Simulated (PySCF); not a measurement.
Run report: C4H6O2, single-point calculation

- system: C4H6O2, SMILES C=C(C)C(=O)O
- method: CCSD(T)/def2-SVP, RHF (PySCF 2.14.0)

The geometry comes from this level: GFN2-xTB.

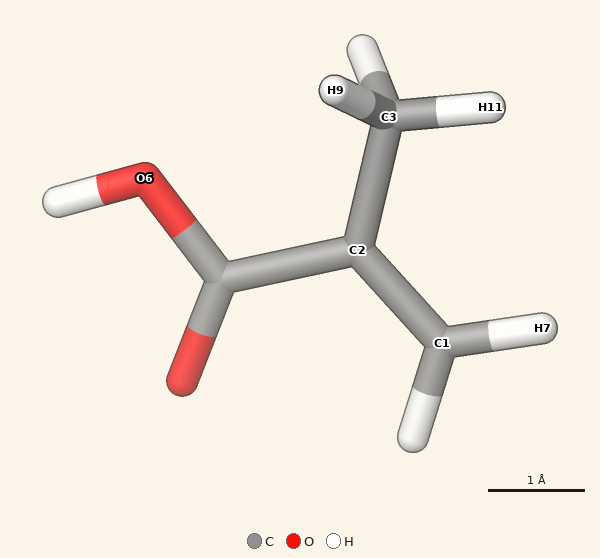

*The structure (stick view, seen at a tilt; atoms are numbered from 1 in the order of the input).*

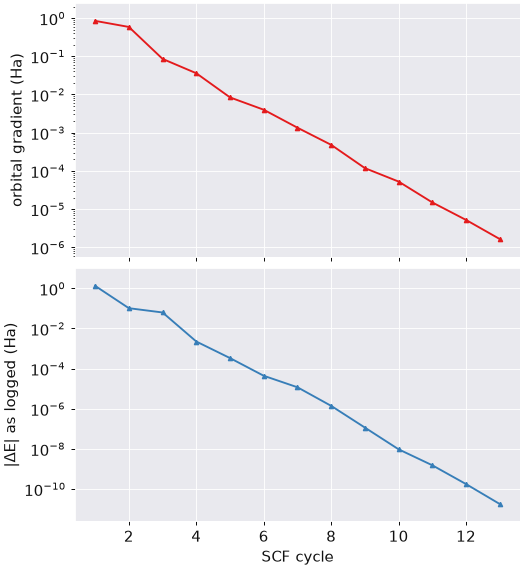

*Convergence of the self-consistent field: orbital gradient and size of the energy change against the SCF cycle.*

The residual falls at every step.

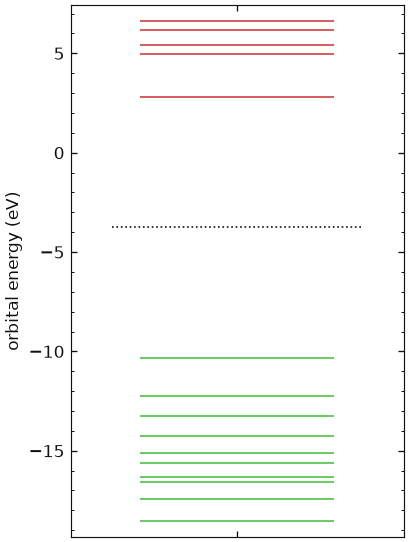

*Orbital energies near the frontier (SCF reference); the dotted line parts filled from empty levels, and levels within 0.02 eV of each other stand side by side.*

Highest filled −10.33 eV, lowest empty 2.82 eV, 13.15 eV apart.

The input that produced these results follows, with the program's output.

## The input (run.py)
```python
from pyscf import gto, cc

mol = gto.M(
    atom='''
C   -0.526110  -1.451520  -0.688140
C   -0.052500  -0.344590  -0.123660
C    1.223740  -0.269690   0.649450
C   -0.838050   0.907420  -0.263600
O   -1.874150   1.013120  -0.871390
O   -0.277200   1.950690   0.367890
H   -0.006630  -2.391980  -0.622930
H   -1.455010  -1.432790  -1.232470
H    1.029520   0.085800   1.660140
H    1.904510   0.438700   0.180210
H    1.698570  -1.245620   0.696710
H   -0.826690   2.740470   0.247770
''',
    basis='def2-svp',
    max_memory=1860,
    verbose=4,
)

calc0 = mol.RHF()
calc0.conv_tol = 1e-10
calc0.kernel()
if not calc0.converged:
    calc0 = calc0.newton().run(calc0.mo_coeff, calc0.mo_occ)

mycc = cc.CCSD(calc0, frozen=6)
mycc.kernel()
e_t = mycc.ccsd_t()
e_final = mycc.e_tot + e_t
print('E(%s) = %.9f' % ('CCSD(T)', e_final))
```

Launch command:
```bash
OMP_NUM_THREADS=1 python run.py
```

## What the program printed
```
PySCF version 2.14.0

[INPUT] num. atoms = 12
[INPUT] num. electrons = 46
[INPUT] charge = 0
[INPUT] spin (= nelec alpha-beta = 2S) = 0
[INPUT] symmetry False subgroup None
[INPUT] Mole.unit = angstrom
[INPUT] Symbol           X                Y                Z      unit          X                Y                Z       unit  Magmom
[INPUT]  1 C     -0.526110000000  -1.451520000000  -0.688140000000 AA   -0.994203811395  -2.742975264329  -1.300396135358 Bohr   0.0
[INPUT]  2 C     -0.052500000000  -0.344590000000  -0.123660000000 AA   -0.099210621540  -0.651180725264  -0.233683532564 Bohr   0.0
[INPUT]  3 C      1.223740000000  -0.269690000000   0.649450000000 AA    2.312533447675  -0.509640238534   1.227282631599 Bohr   0.0
[INPUT]  4 C     -0.838050000000   0.907420000000  -0.263600000000 AA   -1.583684978692   1.714775279953  -0.498131806435 Bohr   0.0
[INPUT]  5 O     -1.874150000000   1.013120000000  -0.871390000000 AA   -3.541630216354   1.914519331319  -1.646688447685 Bohr   0.0
[INPUT]  6 O     -0.277200000000   1.950690000000   0.367890000000 AA   -0.523832081729   3.686269853928   0.695211343966 Bohr   0.0
[INPUT]  7 H     -0.006630000000  -2.391980000000  -0.622930000000 AA   -0.012528884206  -4.520187095437  -1.177167094775 Bohr   0.0
[INPUT]  8 H     -1.455010000000  -1.432790000000  -1.232470000000 AA   -2.749570408503  -2.707580694016  -2.329030756743 Bohr   0.0
[INPUT]  9 H      1.029520000000   0.085800000000   1.660140000000 AA    1.945510839762   0.162138501488   3.137209928435 Bohr   0.0
[INPUT] 10 H      1.904510000000   0.438700000000   0.180210000000 AA    3.599002301495   0.829022850847   0.340547544908 Bohr   0.0
[INPUT] 11 H      1.698570000000  -1.245620000000   0.696710000000 AA    3.209832103402  -2.353880655281   1.316591088246 Bohr   0.0
[INPUT] 12 H     -0.826690000000   2.740470000000   0.247770000000 AA   -1.562217689917   5.178737752587   0.468217441883 Bohr   0.0

nuclear repulsion = 230.064920714411
number of shells = 54
number of NR pGTOs = 186
number of NR cGTOs = 114
basis = def2-svp
ecp = {}

******** <class 'pyscf.scf.hf.RHF'> ********
method = RHF
initial guess = minao
damping factor = 0
level_shift factor = 0
DIIS = <class 'pyscf.scf.diis.CDIIS'>
diis_start_cycle = 1
diis_space = 8
diis_damp = 0
SCF conv_tol = 1e-10
SCF conv_tol_grad = None
SCF max_cycles = 50
direct_scf = True
direct_scf_tol = 1e-13
Set gradient conv threshold to 1e-05
Initial guess from minao.
init E= -305.637479948234
  HOMO = -0.274305996367994  LUMO = -0.0102816962981791  gap/eV = 7.18447
cycle= 1 E= -304.296917530809  delta_E= 1.34  |g|= 0.846  |ddm|= 3.49
  HOMO = -0.361396781766952  LUMO = 0.0558768819479818  gap/eV = 11.35459
cycle= 2 E= -304.399768790895  delta_E= -0.103  |g|= 0.587  |ddm|= 1.27
  HOMO = -0.382162380596228  LUMO = 0.0952270951520751  gap/eV = 12.99043
cycle= 3 E= -304.462624222038  delta_E= -0.0629  |g|= 0.0855  |ddm|= 0.577
  HOMO = -0.37870364019158  LUMO = 0.1036049570342  gap/eV = 13.12429
cycle= 4 E= -304.464866014319  delta_E= -0.00224  |g|= 0.036  |ddm|= 0.126
  HOMO = -0.379942262274333  LUMO = 0.103388159903353  gap/eV = 13.15209
cycle= 5 E= -304.465199596531  delta_E= -0.000334  |g|= 0.00839  |ddm|= 0.0475
  HOMO = -0.379870629119983  LUMO = 0.103378257599585  gap/eV = 13.14987
cycle= 6 E= -304.465243422075  delta_E= -4.38e-05  |g|= 0.00399  |ddm|= 0.0196
  HOMO = -0.379582620940693  LUMO = 0.103771684086668  gap/eV = 13.15274
cycle= 7 E= -304.465255148755  delta_E= -1.17e-05  |g|= 0.00135  |ddm|= 0.0126
  HOMO = -0.379546831899734  LUMO = 0.103801697402107  gap/eV = 13.15258
cycle= 8 E= -304.465256527181  delta_E= -1.38e-06  |g|= 0.00048  |ddm|= 0.0042
  HOMO = -0.379547340106301  LUMO = 0.10379730278154  gap/eV = 13.15248
cycle= 9 E= -304.465256640947  delta_E= -1.14e-07  |g|= 0.000118  |ddm|= 0.00114
  HOMO = -0.379530335674606  LUMO = 0.103805791927648  gap/eV = 13.15225
cycle= 10 E= -304.465256650342  delta_E= -9.39e-09  |g|= 5.25e-05  |ddm|= 0.000254
  HOMO = -0.379531582251406  LUMO = 0.103800977701178  gap/eV = 13.15215
cycle= 11 E= -304.465256651838  delta_E= -1.5e-09  |g|= 1.49e-05  |ddm|= 0.000119
  HOMO = -0.37953204092727  LUMO = 0.103800597660653  gap/eV = 13.15215
cycle= 12 E= -304.465256652011  delta_E= -1.73e-10  |g|= 5.19e-06  |ddm|= 4.3e-05
  HOMO = -0.379531196406137  LUMO = 0.103801183295348  gap/eV = 13.15214
cycle= 13 E= -304.465256652028  delta_E= -1.75e-11  |g|= 1.64e-06  |ddm|= 1.51e-05
  HOMO = -0.379531656255296  LUMO = 0.103800877106031  gap/eV = 13.15215
Extra cycle  E= -304.465256652029  delta_E= -2.27e-13  |g|= 7.93e-07  |ddm|= 3.05e-06
converged SCF energy = -304.465256652029

******** <class 'pyscf.cc.ccsd.CCSD'> ********
CC2 = 0
CCSD nocc = 17, nmo = 108
frozen orbitals 6
max_cycle = 50
direct = 0
conv_tol = 1e-07
conv_tol_normt = 1e-05
diis_space = 6
diis_start_cycle = 0
diis_start_energy_diff = 1e+09
Init t2, MP2 energy = -305.362046285134  E_corr(MP2) -0.896789633105217
Init E_corr(CCSD) = -0.896789633105524
cycle = 1  E_corr(CCSD) = -0.908128975167337  dE = -0.0113393421  norm(t1,t2) = 0.0821575
cycle = 2  E_corr(CCSD) = -0.933806736947147  dE = -0.0256777618  norm(t1,t2) = 0.0279459
cycle = 3  E_corr(CCSD) = -0.934629164333975  dE = -0.000822427387  norm(t1,t2) = 0.0154714
cycle = 4  E_corr(CCSD) = -0.939077452006404  dE = -0.00444828767  norm(t1,t2) = 0.00673788
cycle = 5  E_corr(CCSD) = -0.939122247823218  dE = -4.47958168e-05  norm(t1,t2) = 0.00168677
cycle = 6  E_corr(CCSD) = -0.938867874683183  dE = 0.00025437314  norm(t1,t2) = 0.000612369
cycle = 7  E_corr(CCSD) = -0.938844859280073  dE = 2.30154031e-05  norm(t1,t2) = 0.000232596
cycle = 8  E_corr(CCSD) = -0.938866876464939  dE = -2.20171849e-05  norm(t1,t2) = 8.11968e-05
cycle = 9  E_corr(CCSD) = -0.938867170529868  dE = -2.94064928e-07  norm(t1,t2) = 3.5902e-05
cycle = 10  E_corr(CCSD) = -0.938867169428396  dE = 1.10147114e-09  norm(t1,t2) = 1.0138e-05
cycle = 11  E_corr(CCSD) = -0.938866878854659  dE = 2.90573737e-07  norm(t1,t2) = 4.20487e-06
cycle = 12  E_corr(CCSD) = -0.938866768669058  dE = 1.10185602e-07  norm(t1,t2) = 1.85382e-06
cycle = 13  E_corr(CCSD) = -0.938866790181083  dE = -2.15120257e-08  norm(t1,t2) = 9.30575e-07
CCSD converged
E(CCSD) = -305.4041234422096  E_corr = -0.9388667901810834
CCSD(T) correction = -0.0314437786002299
E(CCSD(T)) = -305.435567221
```

## Summary

| quantity | value |
| --- | --- |
| outcome | converged |
| total energy | −305.435567 hartree |
| SCF energy | −304.465257 hartree |
| correlation energy | −0.970311 hartree |
| (T) correction | −0.031444 hartree |
| basis functions | 114 |
| T1 diagnostic | 0.014 |
| HOMO of the SCF reference | −10.33 eV |
| LUMO of the SCF reference | 2.82 eV |
| hardware | 1 thread of Intel Xeon @ 2.70GHz, 189 GiB of memory available, shared host |
| wall time | 3.1 min |
| peak memory | 1.4 GiB |
